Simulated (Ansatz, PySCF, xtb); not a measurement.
HI (SMILES I) and H4OSi (SMILES O[SiH3]) are pulled apart as rigid monomers along the line of their centres of mass, from the B3LYP-D3(BJ)/def2-TZVP minimum. Starting geometry (charge 0, multiplicity 1):
```xyz
8

I     -0.4232    -1.1697    -0.6328
H     -0.5765    -0.9602     0.9732
O     -0.6601    -0.5539     2.9482
Si     0.1923     0.7035     3.6242
H     -1.2578    -1.0661     3.4989
H     -0.7242     1.7210     4.1896
H      0.9799     1.2728     2.5160
H      1.0848     0.2183     4.7027
```

Interaction energies with rigid monomers; basis-set methods are counterpoise corrected unless marked otherwise.

Rows in STO-3G carry no dispersion term and start afresh at each structure; the Pople sets are all-electron and without relativity.

Codes used: Ansatz (Gaussian basis) for Hartree–Fock, density functionals and correlated methods; PySCF for STO-3G rows, the dispersion terms; xtb for the GFN methods. Each number belongs to the level named beside it. In def2 rows elements past Kr take small-core potentials, without spin–orbit coupling.

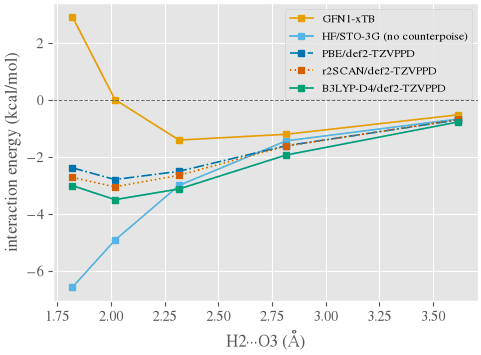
Interaction energy against separation

**Question.** Which level binds most strongly at H2···O3 = 2.02, and by how much?

**Answer.** HF/STO-3G (no counterpoise), -4.9 kcal/mol.

Ansatz is a program for electronic structure.
